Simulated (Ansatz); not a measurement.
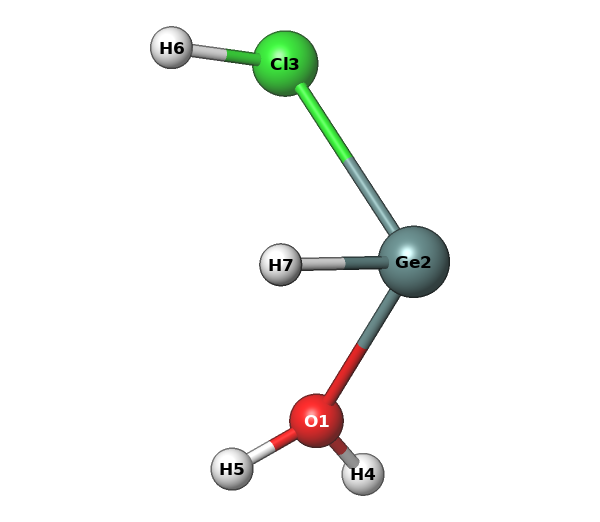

Atoms carry their numbers in the input. Charge +1, singlet. Computed geometry: PBE-D4/def2-SVP optimisation. No frequency run is at hand to confirm it as a minimum.

**What is the geometry at Cl3?**

Cl3 has 2 neighbours (Ge2 at 2.64, H6 at 1.31 Å); the arrangement is bent.

**What is the geometry at Ge2?**

Ge2 has 3 neighbours (O1 at 2.10, Cl3 at 2.64, H7 at 1.61 Å); the arrangement is trigonal pyramidal.

**How are the neighbours of atom 1 arranged?**

O1 has 3 neighbours (Ge2 at 2.10, H4 at 0.98, H5 at 0.98 Å); the arrangement is trigonal planar.
